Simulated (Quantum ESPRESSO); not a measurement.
# MgS (F-43m) under biaxial strain: a fit and a test

How do the zone-centre modes of MgS (F-43m) move in a layer strained in its (001) plane?

Calculated with Quantum ESPRESSO 7.5; DFT LDA, scalar-relativistic, plane waves, JTH PAW pseudopotentials.

### Step 1. The relaxed structure

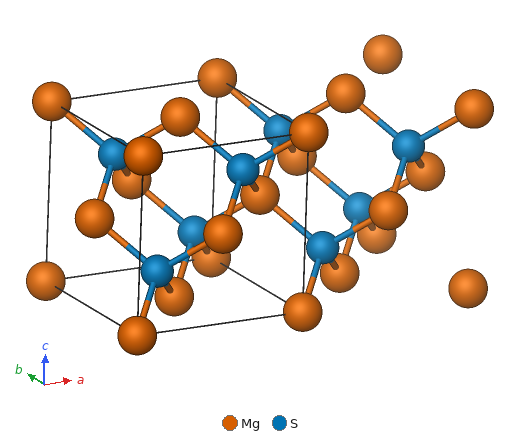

The starting structure, seen slightly off an axis (magnesium orange, sulfur blue). 2×1×1 cells are drawn. This picture shows the conventional cell, with its axes. Bonds to atoms that aren't drawn are left out. Some periodic images of atoms are drawn too.

Coordinates:

```xyz
2
Lattice="-2.7993 0.0000 2.7993 0.0000 2.7993 2.7993 -2.7993 2.7993 0.0000" Properties=species:S:1:pos:R:3 pbc="T T T"
Mg    0.0000    0.0000    0.0000
S    -4.1990    4.1990    4.1990
```

This is the cell after its relaxation at this level of theory, not the database cell from which that began.

### Step 2. Strained cells

The in-plane lattice vectors are held at a strain ε, as on a substrate; the length along z is set so that σ_zz vanishes; symmetry keeps the atoms on their sites. Modes are taken without the LO-TO term. Cutoff 60 Ry, k mesh 8×8×8.

From the response at ε = -0.03:

Log:

```text
[banners, grids, parts of the stress and lines that vanish by symmetry left out]
Program PHONON v.7.5
     Reading xml data from directory:

[...]
Exchange-correlation= PW
                           (   1   4   0   0   0   0   0)
[...]
kinetic-energy cut-off    =      60.0000  Ry
     charge density cut-off    =     480.0000  Ry
     convergence threshold     =      1.0E-18
[...]
Exchange-correlation= PW
                           (   1   4   0   0   0   0   0)
[...]
q = (   0.0000000   0.0000000   0.0000000 )
      9 Sym.Ops. (with q -> -q+G )
     G cutoff =  688.7135  (  51499 G-vectors)     FFT grid: ( 54, 54, 54)
     G cutoff =  344.3568  (  18275 G-vectors)  smooth grid: ( 40, 40, 36)
     number of k points=    59
[...]
Mode symmetry, D_2d (-42m) point group:
[...]
Dielectric constant
[...]
End of electric fields calculation
          Dielectric constant in cartesian axis
          (       4.213456963      -0.000000000      -0.000000000 )
          (      -0.000000000       4.213456963      -0.000000000 )
          (      -0.000000000      -0.000000000       4.244021131 )
          Effective charges (d Force / dE) in cartesian axis without acoustic sum rule applied (asr)
           atom    1  Mg    Mean Z*:        1.86181
      Ex  (        1.82802       -0.00000        0.00000 )
      Ey  (       -0.00000        1.82802        0.00000 )
      Ez  (        0.00000        0.00000        1.92940 )
           atom    2  S     Mean Z*:       -1.86894
      Ex  (       -1.83549       -0.00000       -0.00000 )
      Ey  (       -0.00000       -1.83549       -0.00000 )
      Ez  (       -0.00000        0.00000       -1.93585 )
          Effective charges Sum: Mean:       -0.00713
[...]
Effective charges (d Force / dE) in cartesian axis with asr applied:
           atom    1  Mg    Mean Z*:        1.86538
[...]
atom    2  S     Mean Z*:       -1.86538
[...]
Representation #   1 mode #   1
[...]
End of self-consistent calculation
     Convergence has been achieved
     Representation #   2 mode #   2
[...]
End of self-consistent calculation
     Convergence has been achieved
     Representation #   3 modes #   3   4
[...]
End of self-consistent calculation
     Convergence has been achieved
     Representation #   4 modes #   5   6
[...]
End of self-consistent calculation
     Convergence has been achieved
[...]
Dielectric constant in cartesian axis
          (       4.213456963      -0.000000000      -0.000000000 )
          (      -0.000000000       4.213456963      -0.000000000 )
          (      -0.000000000      -0.000000000       4.244021131 )
          Effective charges (d Force / dE) in cartesian axis without acoustic sum rule applied (asr)
           atom    1  Mg    Mean Z*:        1.86181
      Ex  (        1.82802       -0.00000        0.00000 )
      Ey  (       -0.00000        1.82802        0.00000 )
      Ez  (        0.00000        0.00000        1.92940 )
           atom    2  S     Mean Z*:       -1.86894
      Ex  (       -1.83549       -0.00000       -0.00000 )
      Ey  (       -0.00000       -1.83549       -0.00000 )
      Ez  (       -0.00000        0.00000       -1.93585 )
          Effective charges Sum: Mean:       -0.00713
[...]
Effective charges (d Force / dE) in cartesian axis with asr applied:
           atom    1  Mg    Mean Z*:        1.86538
[...]
atom    2  S     Mean Z*:       -1.86538
[...]
q = (    0.000000000   0.000000000   0.000000000 )
[...]
freq (    1) =      -0.040736 [THz] =      -1.358823 [cm-1]
     freq (    2) =       0.045384 [THz] =       1.513840 [cm-1]
     freq (    3) =       0.045384 [THz] =       1.513840 [cm-1]
     freq (    4) =      10.350524 [THz] =     345.256318 [cm-1]
     freq (    5) =      10.350524 [THz] =     345.256318 [cm-1]
     freq (    6) =      10.976765 [THz] =     366.145457 [cm-1]
[...]
Mode symmetry, D_2d (-42m) point group:
     freq (   1-   1) =         -1.4  [cm-1]   --> B_2  X_3  W_2   I+R
     freq (   2-   3) =          1.5  [cm-1]   --> E    X_5  W_3   I+R
     freq (   4-   5) =        345.3  [cm-1]   --> E    X_5  W_3   I+R
     freq (   6-   6) =        366.1  [cm-1]   --> B_2  X_3  W_2   I+R

   JOB DONE.
```

The run at ε = -0.02 is held back.

```tsv
ε	ε_zz	σ_xx (GPa, tension positive)	singlet (cm⁻¹)	doublet (cm⁻¹)
-0.03	0.0408	-1.71	366.15	345.26
-0.02	0.0275	-1.08	held back	held back
-0.01	0.0137	-0.51	351.33	344.54
0	0.0000	0.04	343.65	343.65
0.01	-0.0156	0.47	336.36	343.48
0.02	-0.0313	0.88	328.75	342.82
0.03	-0.0483	1.22	321.14	342.48
```

### Step 3. The fit

Parabolas ω = ω₀ + a ε + b ε² through the other rows:

```tsv
mode	ω₀ (cm⁻¹)	a (cm⁻¹)	b (cm⁻¹)
singlet	343.8	-750	-145
doublet	343.9	-48	5
```

The biaxial modulus, the linear term of σ_xx, is 49 GPa, so the singlet mode moves by a/M = -15 cm⁻¹ a GPa of tensile stress. The ratio −ε_zz/ε near zero is 1.48. For ε = -0.02 the fits predict 358.73 and 344.82 cm⁻¹.

### Step 4. The run that was held back

Log:

```text
[banners, grids, parts of the stress and lines that vanish by symmetry left out]
[banner, memory and clock lines left out]
Program PHONON v.7.5

[...]
Exchange-correlation= PW
                           (   1   4   0   0   0   0   0)
[...]
kinetic-energy cut-off    =      60.0000  Ry
     charge density cut-off    =     480.0000  Ry
     convergence threshold     =      1.0E-18
[...]
Exchange-correlation= PW
                           (   1   4   0   0   0   0   0)
[...]
q = (   0.0000000   0.0000000   0.0000000 )
      9 Sym.Ops. (with q -> -q+G )
     G cutoff =  685.9578  (  51925 G-vectors)     FFT grid: ( 54, 54, 54)
     G cutoff =  342.9789  (  18399 G-vectors)  smooth grid: ( 40, 40, 40)
     number of k points=    59
[...]
Mode symmetry, D_2d (-42m) point group:
[...]
Dielectric constant
[...]
End of electric fields calculation
          Dielectric constant in cartesian axis
          (       4.203713753      -0.000000000      -0.000000000 )
          (       0.000000000       4.203713753       0.000000000 )
          (       0.000000000       0.000000000       4.222934999 )
          Effective charges (d Force / dE) in cartesian axis without acoustic sum rule applied (asr)
           atom    1  Mg    Mean Z*:        1.86186
      Ex  (        1.83947       -0.00000       -0.00000 )
      Ey  (       -0.00000        1.83947       -0.00000 )
      Ez  (        0.00000       -0.00000        1.90666 )
           atom    2  S     Mean Z*:       -1.86890
      Ex  (       -1.84671       -0.00000       -0.00000 )
[...]
Convergence has been achieved
     Representation #   4 modes #   5   6
[...]
End of self-consistent calculation
     Convergence has been achieved
[...]
Dielectric constant in cartesian axis
          (       4.203713753      -0.000000000      -0.000000000 )
          (       0.000000000       4.203713753       0.000000000 )
          (       0.000000000       0.000000000       4.222934999 )
          Effective charges (d Force / dE) in cartesian axis without acoustic sum rule applied (asr)
           atom    1  Mg    Mean Z*:        1.86186
      Ex  (        1.83947       -0.00000       -0.00000 )
      Ey  (       -0.00000        1.83947       -0.00000 )
      Ez  (        0.00000       -0.00000        1.90666 )
           atom    2  S     Mean Z*:       -1.86890
      Ex  (       -1.84671       -0.00000       -0.00000 )
      Ey  (       -0.00000       -1.84671       -0.00000 )
      Ez  (       -0.00000       -0.00000       -1.91327 )
          Effective charges Sum: Mean:       -0.00703
[...]
Effective charges (d Force / dE) in cartesian axis with asr applied:
           atom    1  Mg    Mean Z*:        1.86538
[...]
atom    2  S     Mean Z*:       -1.86538
[...]
q = (    0.000000000   0.000000000   0.000000000 )
[...]
freq (    1) =      -0.044035 [THz] =      -1.468858 [cm-1]
     freq (    2) =       0.052229 [THz] =       1.742156 [cm-1]
     freq (    3) =       0.052229 [THz] =       1.742156 [cm-1]
     freq (    4) =      10.342499 [THz] =     344.988626 [cm-1]
     freq (    5) =      10.342499 [THz] =     344.988626 [cm-1]
     freq (    6) =      10.755792 [THz] =     358.774614 [cm-1]
[...]
Mode symmetry, D_2d (-42m) point group:
     freq (   1-   1) =         -1.5  [cm-1]   --> B_2  X_3  W_2   I+R
     freq (   2-   3) =          1.7  [cm-1]   --> E    X_5  W_3   I+R
     freq (   4-   5) =        345.0  [cm-1]   --> E    X_5  W_3   I+R
     freq (   6-   6) =        358.8  [cm-1]   --> B_2  X_3  W_2   I+R
```

It gives 358.77 and 344.99 cm⁻¹.

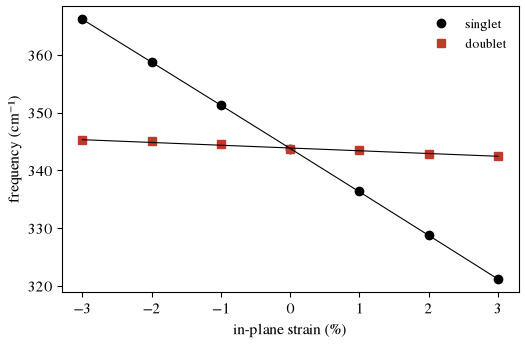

The two modes against in-plane strain, with the fits.

### Step 5. Results

```yaml
strain_coefficient_of_the_singlet_mode: -750 cm⁻¹
strain_coefficient_of_the_doublet_mode: -47.9 cm⁻¹
biaxial_modulus: 48.9 GPa
```

In words: One per cent of tensile strain moves the singlet mode of MgS (F-43m) by -7.5 cm⁻¹ and the doublet mode by -0.5 cm⁻¹; the fits miss the run held back by up to 0.17 cm⁻¹. At 3 % strain the quadratic term is 1 % of the linear one for the singlet mode and 0 % for the doublet mode. In a polar crystal the line seen along z is the LO mode, whose shift differs. These are harmonic values at zero temperature, without the LO-TO term, for a homogeneous, dislocation-free layer.

[Host names and launcher messages were left out of these logs when they were recorded.]

[Logs are printed without paths, hosts, clocks, repeated set-up lines and the standing remarks that a program may print on its own settings, such as how far it seeks lower states.]

[Hosts, paths, dates, database ids (printed as entryN), source tags and the programs' standing remarks are cut or masked in the printed files.]
